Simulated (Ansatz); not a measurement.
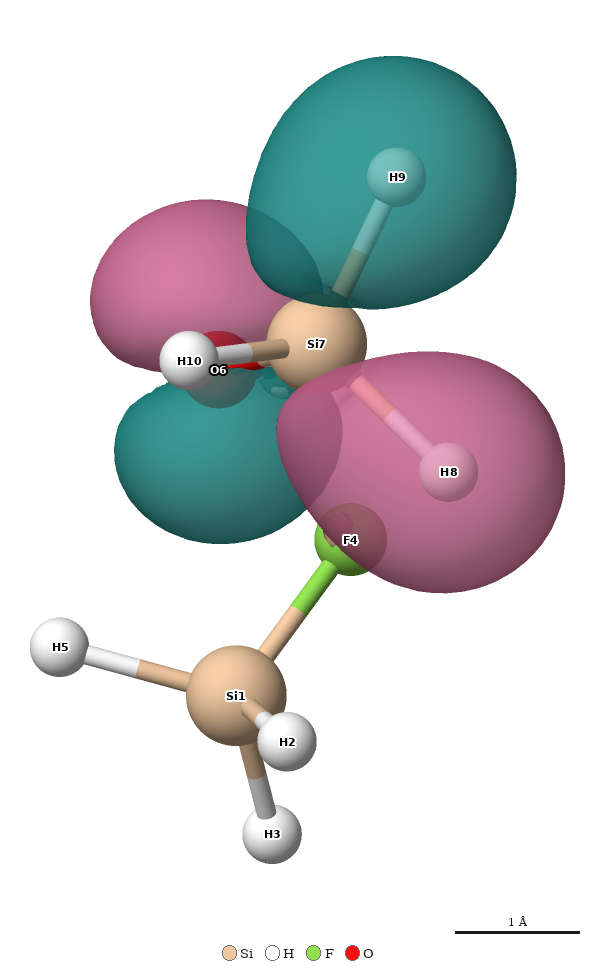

Figure 1: FH3Si···H4OSi. The HOMO at ±0.1 Å⁻³ᐟ² (teal and pink are the two phases), seen at an oblique angle.

The calculation used RKS PBE0-D4/def2-SVP (Ansatz 0.2.0).

```yaml
atoms:
  - { symbol: Si, position_ang: [0.5471, 0.0712, -0.1600] }
  - { symbol: H, position_ang: [0.1433, -1.3553, -0.0621] }
  - { symbol: H, position_ang: [2.0065, 0.2081, 0.1043] }
  - { symbol: F, position_ang: [-0.2103, 0.9173, 1.0286] }
  - { symbol: H, position_ang: [0.1987, 0.6729, -1.4715] }
  - { symbol: O, position_ang: [-2.5147, 0.1647, -0.1466] }
  - { symbol: Si, position_ang: [-3.4302, -1.1164, 0.4035] }
  - { symbol: H, position_ang: [-2.6173, -2.0605, 1.2364] }
  - { symbol: H, position_ang: [-4.5920, -0.6568, 1.2292] }
  - { symbol: H, position_ang: [-3.9305, -1.8252, -0.8061] }
  - { symbol: H, position_ang: [-2.0674, 0.7007, 0.5221] }
```

### Where does this orbital lie, and at what energy?

By Hirshfeld shares it lies mainly on O6 (about 45 %), Si7 (about 20 %), H9 (about 15 %) and H8 (about 15 %). Its energy is −8.57 eV.
